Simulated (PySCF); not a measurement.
**Two runs on C3H5ClOSi**

System: C3H5ClOSi.
Method of run A: TDDFT PBE0/def2-TZVP, vertical, gas phase, core orbitals frozen in the response (PySCF 2.14.0).

The geometry comes from this level: PBE0-D3(BJ)/def2-SVP. Text and figures count atoms from 1; the logs count them from 0 in places.

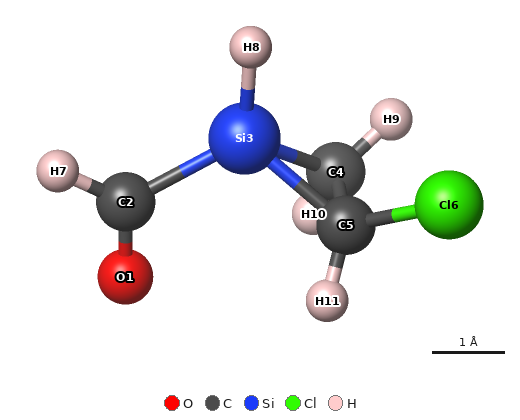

The structure as given in the input (ball-and-stick view, seen at a tilt; atoms are numbered from 1 in the order of the input). Bond lengths as drawn: C–C 1.52 Å, C–Cl 1.76 Å, C–H 1.10 to 1.12 Å, C–O 1.21 Å, C–Si 1.87 to 1.91 Å and H–Si 1.48 Å.

## The input, run A
```
{"job": {"kind": "uv", "xc": "PBE0", "basis": "def2-TZVP"}, "charge": 0, "multiplicity": 1}
O      1.847748     0.662465    -0.994225
C      1.652397    -0.296585    -0.287391
Si    -0.100573    -0.550466     0.428997
C     -1.440584     0.263056    -0.591755
C     -1.010143     1.083294     0.607858
Cl    -2.190591     1.357719     1.888382
H      2.488333    -1.008344    -0.049213
H     -0.408041    -1.689324     1.326458
H     -2.444167    -0.172993    -0.541068
H     -1.175309     0.666033    -1.576206
H     -0.433650     1.988760     0.386770
```

The first line tells a small driver script what to run in PySCF; the rest is the geometry in Å.

Launched with:
```bash
OMP_NUM_THREADS=1 python <driver script> task.json out
```

Hardware: 1 CPU thread, shared host.

## Output (run A)
```
coarse grid: 10696 points
cycle   1  E = -941.6614015923  dE =  7.792e-01  |g| = 7.772e-01  |ddm| = 2.664e+00
cycle   2  E = -941.1140026912  dE =  5.474e-01  |g| = 1.807e+00  |ddm| = 2.459e+00
cycle   3  E = -941.7844077420  dE = -6.704e-01  |g| = 1.258e-01  |ddm| = 2.035e+00
cycle   4  E = -941.7866726704  dE = -2.265e-03  |g| = 8.786e-02  |ddm| = 1.801e-01
cycle   5  E = -941.7883966261  dE = -1.724e-03  |g| = 2.074e-02  |ddm| = 7.323e-02
cycle   6  E = -941.7884995537  dE = -1.029e-04  |g| = 7.884e-03  |ddm| = 2.108e-02
cycle   7  E = -941.7885126696  dE = -1.312e-05  |g| = 2.479e-03  |ddm| = 7.114e-03
cycle   8  E = -941.7885140926  dE = -1.423e-06  |g| = 6.717e-04  |ddm| = 2.579e-03
final grid: 95368 points
cycle   9  E = -941.7827332767  dE = -2.387e-05  |g| = 1.119e-02  |ddm| = 3.437e-02
cycle  10  E = -941.7826637843  dE =  6.949e-05  |g| = 2.176e-02  |ddm| = 1.951e-02
cycle  11  E = -941.7827573477  dE = -9.356e-05  |g| = 2.072e-03  |ddm| = 1.406e-02
cycle  12  E = -941.7827581301  dE = -7.824e-07  |g| = 5.772e-04  |ddm| = 1.937e-03
cycle  13  E = -941.7827582132  dE = -8.312e-08  |g| = 1.850e-04  |ddm| = 5.388e-04
cycle  14  E = -941.7827582211  dE = -7.954e-09  |g| = 3.642e-05  |ddm| = 1.440e-04
cycle  15  E = -941.7827582214  dE = -3.092e-10  |g| = 1.219e-05  |ddm| = 3.953e-05
converged SCF energy = -941.7827582214

Static polarisability (au): isotropic 78.931, principal 59.751 71.630 105.410

Singlet excitations
state   eV       nm        f      main configurations
  1   3.1839    389.4   0.00171   H-1->L 0.80, H->L 0.15
  2   4.1946    295.6   0.14892   H->L 0.82, H-1->L 0.14
  3   5.0390    246.0   0.00542   H-2->L 0.95
  4   5.8131    213.3   0.00791   H->L+1 0.94
  5   6.0634    204.5   0.00435   H-3->L 0.94
  6   6.2215    199.3   0.01673   H->L+2 0.87
  7   6.4531    192.1   0.00918   H-1->L+1 0.62, H-1->L+2 0.16, H->L+3 0.08
  8   6.5939    188.0   0.09062   H->L+3 0.64, H-1->L+2 0.24
  9   6.6327    186.9   0.05861   H-1->L+2 0.45, H-1->L+1 0.29, H-1->L+3 0.13
 10   6.9097    179.4   0.02447   H-1->L+3 0.50, H-2->L+1 0.23, H->L+3 0.10

Triplet excitations (Tamm-Dancoff, eV): 2.5105 3.1626 4.7653 5.2356
```

For run B the input was changed thus:
```diff
-"basis": "def2-TZVP"
+"basis": "aug-cc-pVDZ"
```

How does run B compare with run A?

The total energy of run B is 42.2 kcal/mol higher, which measures the change of basis and not a stability. The strongest computed line goes from 4.19 to 4.23 eV. The SCF takes 14 iterations against 15. The basis functions go from 228 to 191.

## Output (run B)
```
coarse grid: 10696 points
cycle   1  E = -941.5780032521  dE =  8.196e-01  |g| = 7.319e-01  |ddm| = 7.163e+00
cycle   2  E = -941.0675435915  dE =  5.105e-01  |g| = 1.720e+00  |ddm| = 2.977e+00
cycle   3  E = -941.6944512584  dE = -6.269e-01  |g| = 1.116e-01  |ddm| = 2.066e+00
cycle   4  E = -941.6964892583  dE = -2.038e-03  |g| = 7.530e-02  |ddm| = 3.596e-01
cycle   5  E = -941.6978783746  dE = -1.389e-03  |g| = 1.757e-02  |ddm| = 1.595e-01
cycle   6  E = -941.6979595850  dE = -8.121e-05  |g| = 6.297e-03  |ddm| = 3.917e-02
cycle   7  E = -941.6979687211  dE = -9.136e-06  |g| = 2.026e-03  |ddm| = 1.235e-02
final grid: 95368 points
cycle   8  E = -941.7155116329  dE = -2.168e-06  |g| = 1.099e-02  |ddm| = 9.772e-02
cycle   9  E = -941.7154356400  dE =  7.599e-05  |g| = 2.237e-02  |ddm| = 4.231e-02
cycle  10  E = -941.7155365667  dE = -1.009e-04  |g| = 1.760e-03  |ddm| = 2.672e-02
cycle  11  E = -941.7155373099  dE = -7.432e-07  |g| = 2.662e-04  |ddm| = 3.346e-03
cycle  12  E = -941.7155373279  dE = -1.803e-08  |g| = 1.301e-04  |ddm| = 7.076e-04
cycle  13  E = -941.7155373323  dE = -4.351e-09  |g| = 3.774e-05  |ddm| = 2.779e-04
cycle  14  E = -941.7155373326  dE = -3.561e-10  |g| = 1.100e-05  |ddm| = 9.147e-05
converged SCF energy = -941.7155373326

Static polarisability (au): isotropic 84.532, principal 66.210 76.434 110.953

Singlet excitations
state   eV       nm        f      main configurations
  1   3.2029    387.1   0.00146   H-1->L 0.79, H->L 0.16
  2   4.2262    293.4   0.15501   H->L 0.81, H-1->L 0.16
  3   5.0926    243.5   0.00464   H-2->L 0.95
  4   5.7308    216.3   0.01118   H->L+1 0.50, H->L+2 0.16, H->L+3 0.16
  5   6.0254    205.8   0.01895   H->L+3 0.65, H->L+1 0.24
  6   6.1001    203.2   0.00672   H-3->L 0.74, H->L+4 0.14
  7   6.1751    200.8   0.00785   H->L+2 0.64, H->L+1 0.18, H-1->L+1 0.13
  8   6.2384    198.7   0.09784   H-1->L+1 0.51, H-3->L 0.17, H->L+2 0.15
  9   6.3001    196.8   0.00749   H->L+4 0.50, H-1->L+1 0.27
 10   6.3706    194.6   0.01733   H-1->L+3 0.55, H-1->L+2 0.34

Triplet excitations (Tamm-Dancoff, eV): 2.5459 3.2197 4.8221 5.2321
```

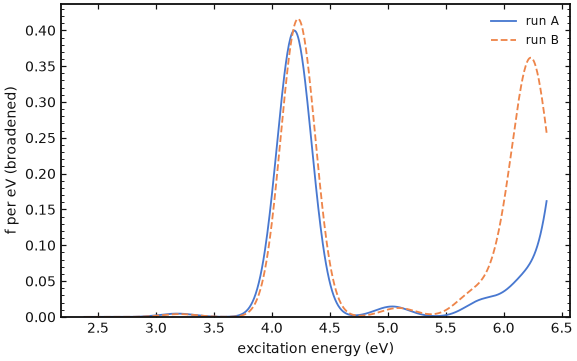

Absorption of the two runs from their computed states, each broadened by a Gaussian of 0.35 eV full width; the range ends where the shorter list of states ends.

## The two runs side by side

```csv
quantity,run A,run B
outcome,converged,converged
total energy (hartree),−941.782758,−941.715537
HOMO (eV),−7.02,−7.06
LUMO (eV),−2.15,−2.16
dipole moment (D),2.16,2.18
lowest excitation (eV),3.18,3.20
SCF iterations,15,14
strongest computed line (eV),4.19,4.23
basis functions,228,191
wall time (shared host),37 s,29 s
```
